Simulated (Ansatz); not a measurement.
**C3H6AlF (SMILES C/C=[CH]\[AlH][F]): density, localisation and related maps**

```csv
atom,x (Å),y (Å),z (Å)
C,-1.3959,-0.5876,1.1565
C,-1.4117,-0.8689,-0.3094
C,-1.0699,-2.0234,-0.9145
Al,-0.4637,-3.6393,-0.0475
F,-0.0962,-4.9354,-1.0344
H,-1.0630,-1.4509,1.7513
H,-0.7315,0.2635,1.3822
H,-2.3995,-0.2935,1.5072
H,-1.7422,-0.0215,-0.9297
H,-1.1504,-2.0273,-2.0108
H,-0.2716,-3.8863,1.5027
```

Geometry: PBE0-D3(BJ)/def2-SVP.

All numbers below come from Ansatz 0.2.0, isolated molecule in a Gaussian basis; Kohn-Sham density functional theory, functional PBE0.

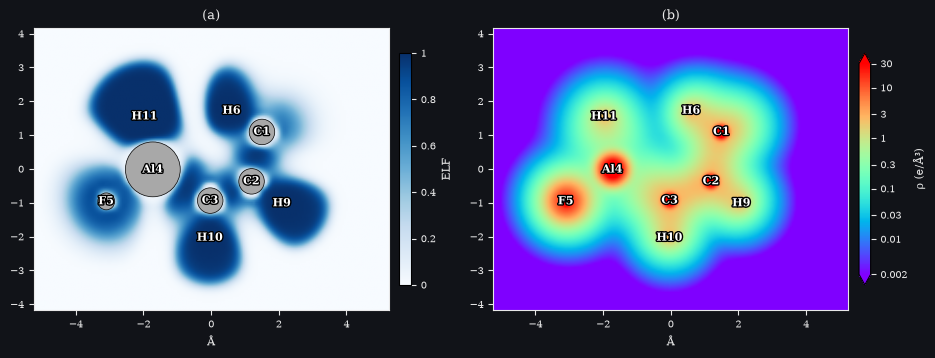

Figure 1. (a) electron localisation function; (b) electron density on the plane of atoms C3, Al4 and H11. Grey discs cover the atomic cores in the ELF map.

**What do the fields say about this system?**

- Atoms in the plane: C, Al, F and H.
- C–C (1.35 Å): ρ at the midpoint is about 2.3 e/Å³; the ELF peaks at about 0.95 between the atoms (a covalent bond).
- Al–F (1.67 Å): ρ at the midpoint is about 0.88 e/Å³; the ELF peaks at about 0.85 in the valence shell of F, 0.6 Å from its nucleus, and is about 0.40 at the midpoint.
- C–Al (1.93 Å): ρ is about 0.74 e/Å³ halfway; the ELF peaks at about 0.95 between the atoms, as expected for a shared but strongly polarised pair.
- C–H (1.10 Å): the density is about 2 e/Å³ at the midpoint; the ELF climbs to about 1 towards the hydrogen, as it does in any bond to H; an ordinary covalent bond to hydrogen.
- C–C (1.49 Å): ρ is about 1.8 e/Å³ halfway; the ELF peaks at about 0.95 between the atoms: a covalent bond.
- The ELF also peaks beside F5, away from the bonds: lone-pair regions.

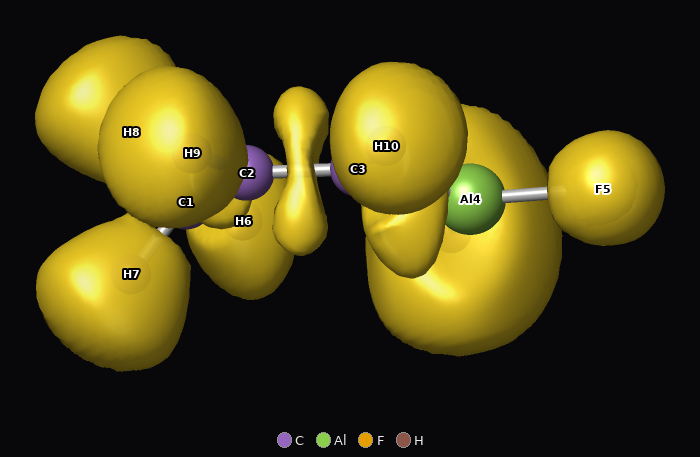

Figure 2. Isosurface of the ELF at 0.8 (yellow), seen from one side. Only the valence region is drawn (cores and ρ < 0.01 e/Å³ removed).

**Describe the localisation domains.**

The surface consists of one region between bonded Al–C atoms (shared pairs), two regions between bonded C–C atoms (shared pairs), six regions around hydrogen nuclei and one region wrapped around F (its valence shell).

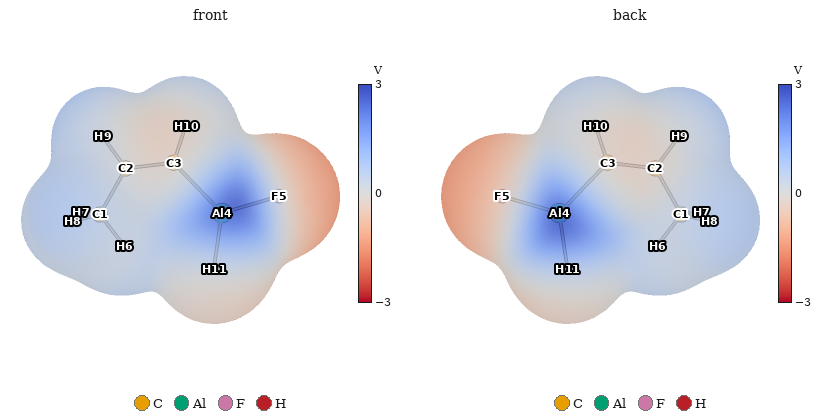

Figure 3. The molecular electrostatic potential painted on the density surface at 0.001 e/bohr³, seen from the front and from behind; the colour scale runs from red (negative) to blue (positive).

**Describe the electrostatic potential map.**

The most negative region (about −1.4 V) lies over F5, the most positive (about +2.5 V) over Al4.

**How polar is the molecule by this calculation?**

Its dipole moment is 2.81 D.

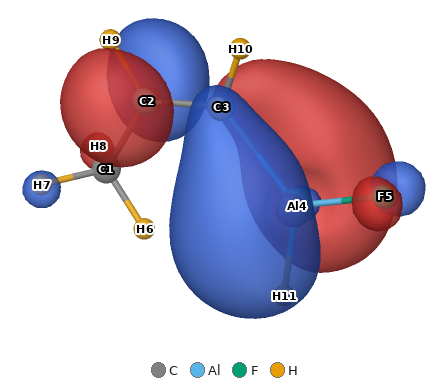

Figure 4. One frontier orbital at ±0.1 Å⁻³ᐟ² (blue and red are the two phases), seen at a tilt.

**Which orbital is it: HOMO or LUMO?**

The LUMO, at −1.43 eV. Its weight (Hirshfeld) is mainly on Al4 (about 50 %), C2 (about 20 %) and C3 (about 15 %).
